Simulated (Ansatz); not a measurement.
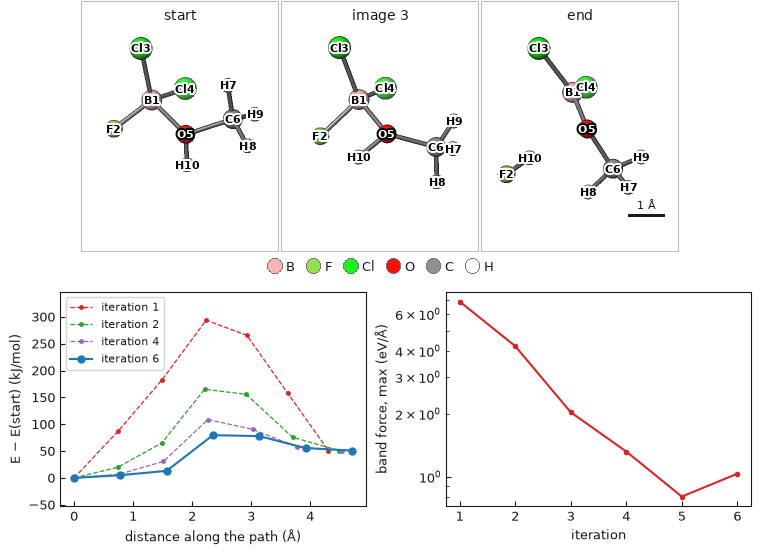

A nudged-elastic-band calculation for CH4BCl2FO. Images are numbered from 0 (start) to 6 (end). The plot follows the band through its iterations. A ball-and-stick model, seen at a tilt.

Theory: Ansatz 0.2.0, RKS CAM-B3LYP-D4/cc-pVDZ. Set-up: 5 movable images; climbing image; force threshold 0.05 eV/Å; iteration limit 6; starting path through a guess of the saddle point.

Q: Did the band converge, and can the barrier be trusted?

A: The result isn't final. The band hadn't converged when the run stopped after 6 iterations. The largest component of the band force went from 6.9 to 1 eV/Å. The barrier read from it is provisional: over the last two iterations the highest image moved from 108.7 kJ/mol to 79.6 kJ/mol. The iteration limit was low. The first iteration put the highest image at 293.8 kJ/mol. The highest point, image 3, lies 79.6 kJ/mol above the start and 28.6 kJ/mol above the end; the end is at +51.0 kJ/mol relative to the start.
